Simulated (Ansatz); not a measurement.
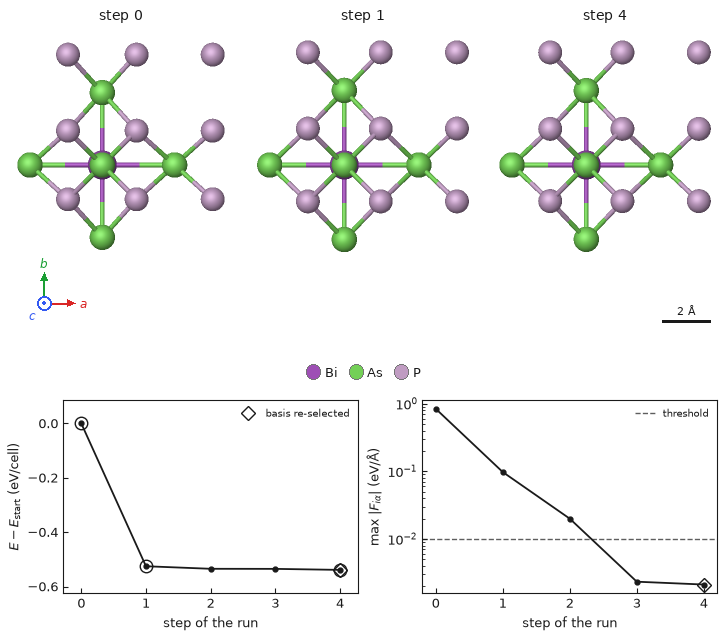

Frames of a relaxation of solid BiAs3P4 (built on the VCu3S4-215 type type), marked on the history of the run. Style: ball-and-stick. Shown: the atoms within 5.0 Å of the atom that moves most (axes of the cell of the calculation), along the c axis.

Computed with DFT, PBEsol, plane waves, PAW (Ansatz 0.2.0). (plane-wave cutoff 420 eV; k-point mesh 4 × 4 × 4; occupations fermi dirac; smearing width 0.03 eV; no spin polarisation; cell and atoms relaxed; force threshold 0.01 eV/Å; at most 120 steps)

Question: What happens along the run?

Answer: Over 3 accepted moves (4 points after the start) the energy falls by 0.539 eV per cell of the calculation. The largest force component goes from 0.84 to 0.0021 eV/Å. Pressure: 6.59 GPa at the start and 0.03 GPa at the end. The SCF was repeated once at an unchanged geometry on a basis and grid sized afresh for the cell, which shifted the energy by 3.7 meV per cell of the calculation at most. The largest moves relative to the cell, 0.063 Å, are those of P atoms. As and Bi stay in place. The volume changes by +8.6 %, with a = b = c 6.027 → 6.195 Å (+2.8 %). Some distances before and after: Bi–P 2.475 → 2.607 Å, As–P 2.568 → 2.658 Å, As–Bi 3.014 → 3.097 Å. Bond angles that change, for instance: P–As–P 103.8° → 106.4°. The space group stays P-43m (No. 215). The run took 15 s on 4 threads of Arm Neoverse V1, with other jobs on the host, peak memory 0.62 GiB. From step 0 to 1: P atoms move most (0.08 Å), volume +9.5 %, energy −0.525 eV per cell of the calculation. From step 1 to 4: volume −0.8 %, energy −13.4 meV per cell of the calculation.
